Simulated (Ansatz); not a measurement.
The calculation's input:

```
crystal:
  periodic: [false, false, false]
  atoms:
    - { symbol: B, position_ang: [0.0, 0.0, 0.0] }
    - { symbol: H, position_ang: [0.0, 0.0, 1.54] }
    - { symbol: F, position_ang: [1.1431, 0.0, -0.66] }
    - { symbol: F, position_ang: [-1.1431, 0.0, -0.66] }
    - { symbol: O, position_ang: [0.0715, -1.6212, 0.5392] }
    - { symbol: Si, position_ang: [-0.6985, -2.9178, -0.2012] }
    - { symbol: H, position_ang: [0.2063, -4.0629, -0.2427] }
    - { symbol: H, position_ang: [-1.8953, -3.2713, 0.5566] }
    - { symbol: H, position_ang: [-1.0766, -2.5477, -1.562] }
    - { symbol: H, position_ang: [0.0379, -0.8605, 1.537] }
basis:
  gaussian: { orbitals: def2-SVP }
hamiltonian:
  xc: b3lyp
relax:
  f_tol: 0.15
  max_steps: 25
  restrain:
    - { distance: [0, 4], at: 2.61, k: 30.0 }
    - { distance: [9, 1], at: 1.86, k: 30.0 }
    - { distance: [0, 1], at: 1.19, k: 30.0 }
    - { distance: [9, 4], at: 1.01, k: 30.0 }
output:
  orbitals: {}
```

Command:

```sh
ansatz run input.yaml --threads 2 --pin off --max-ram 3072MiB --backend cpu --events-out ev --progress --plain --runs-dir out
```

The fields are those of the run's last geometry, not of the input's.

Not at a stationary point (largest force 1.0 eV/Å).

Theory: Ansatz 0.2.0, RKS B3LYP/def2-SVP.

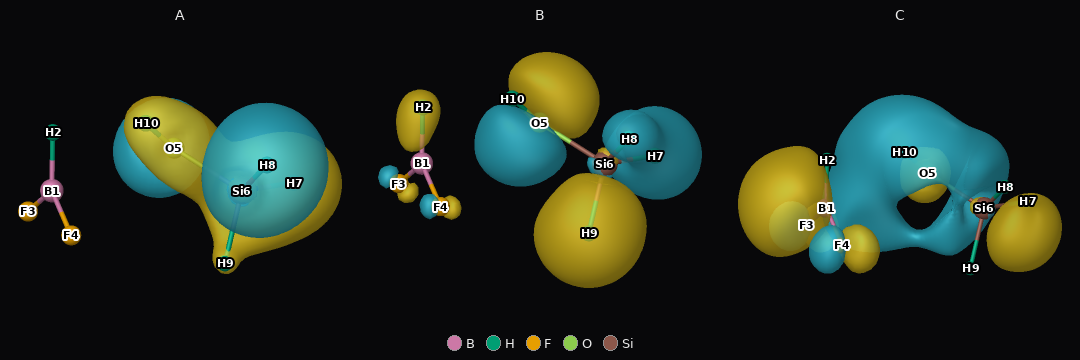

BF2H···H4OSi. Three frontier orbitals at ±0.08 Å⁻³ᐟ² (yellow and cyan are the two phases), in no order.

### Order the three orbitals by energy and name them.

A is the HOMO−1 (−9.17 eV). Its weight (Hirshfeld) is mainly on O5 (about 30 %), Si6 (about 30 %), H8 (about 25 %) and H7 (about 10 %). B is the HOMO (−8.56 eV). By Hirshfeld shares it lies mainly on O5 (about 45 %), Si6 (about 20 %), H9 (about 20 %) and H7 (about 10 %). C is the LUMO (−0.21 eV). Its weight (Hirshfeld) is mainly on B1 (about 35 %), Si6 (about 15 %), O5 (about 10 %), F4 (about 10 %), H10 (about 10 %) and F3 (about 10 %).

### What is the HOMO–LUMO gap?

8.35 eV between the orbital energies.
